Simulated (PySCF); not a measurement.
Input file:

```
{"job": {"kind": "nmr", "xc": "revPBE", "basis": "pcSseg-1", "solvent": "dimethylsulfoxide", "pop": false}, "charge": 0, "multiplicity": 1}
C     -1.052514    -1.018501     0.105894
N     -0.634492     0.360002     0.023478
C     -1.705846     1.323073     0.047445
C      0.617591     0.698881    -0.066518
C      1.695120    -0.243575    -0.091813
C      2.155849    -0.733250    -1.299470
N      2.500337    -1.154622    -2.317621
C      2.299184    -0.633052     1.088822
N      2.765046    -0.969384     2.090179
H     -1.604236    -1.183718     1.032028
H     -1.698110    -1.261121    -0.739026
H     -0.173290    -1.662668     0.087118
H     -1.313257     2.336047    -0.017403
H     -2.380450     1.147800    -0.792677
H     -2.275703     1.220292     0.972810
H      0.804771     1.773796    -0.123246
```

Launched as:

```sh
OMP_NUM_THREADS=1 python ens_run.py task.json out
```

Geometry: GFN2-xTB.

Computed with PySCF 2.14.0, revPBE/pcSseg-1, SCF density, in a dimethylsulfoxide solvent model, non-relativistic.

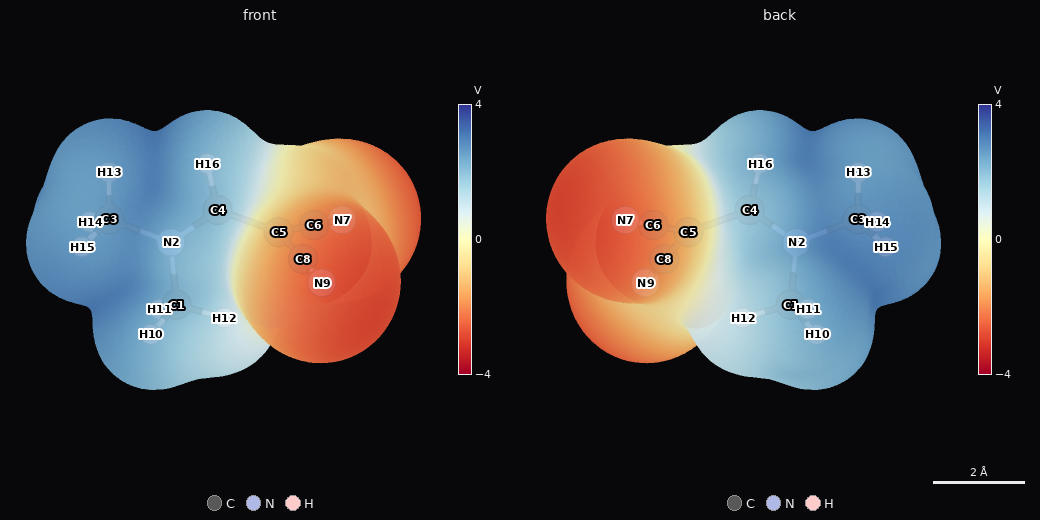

C6H7N3. The molecular electrostatic potential painted on the density surface at 0.002 e/bohr³, seen from the front and from behind; the colour scale runs from red (negative) to blue (positive).

Which sites attract a positive test charge, and which a negative one?

Answer. A positive charge is drawn to the negative regions and a negative charge to the positive ones. The most negative region (about −3.0 V, or −69 kcal/mol for a unit charge) lies over N7 and N9, the most positive (about +3.0 V, or +69 kcal/mol for a unit charge) over the C and H atoms.
